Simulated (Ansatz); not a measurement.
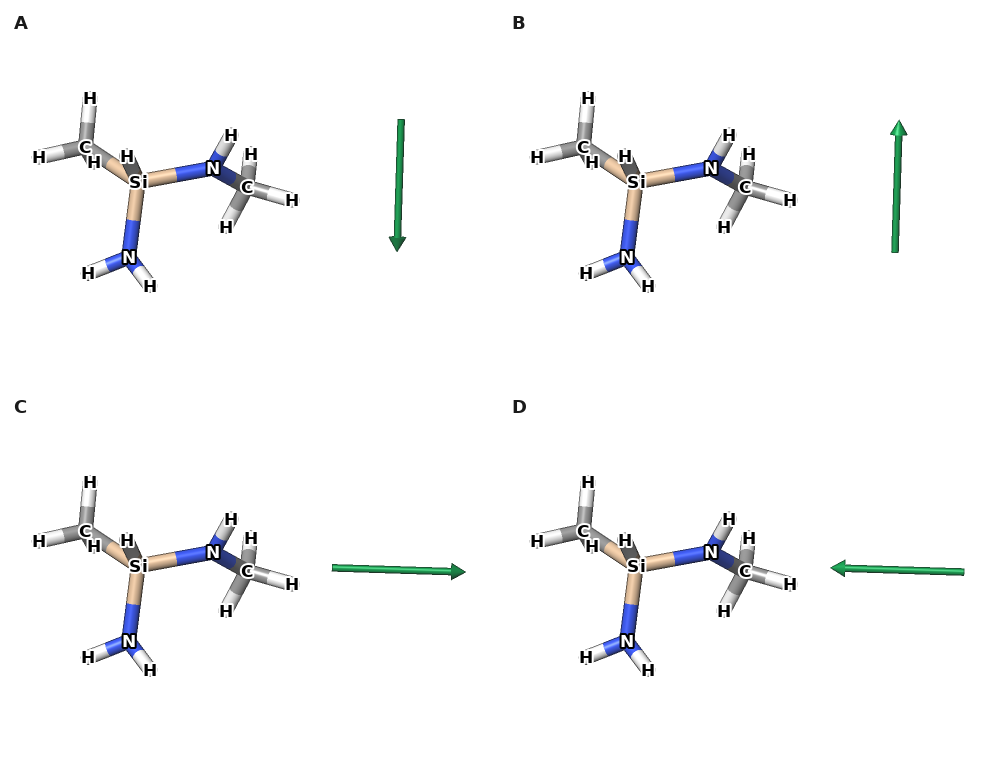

The same molecule four times, each with an arrow. The geometry was computed by an optimisation with PBE-D4/def2-SVP. No frequency run is at hand to confirm it as a minimum. Level of theory: RKS PBE-D4/def2-SVP (Ansatz 0.2.0).

**Which arrow points along the dipole moment, from the negative to the positive end?**

A. The dipole moment is 0.45 D.
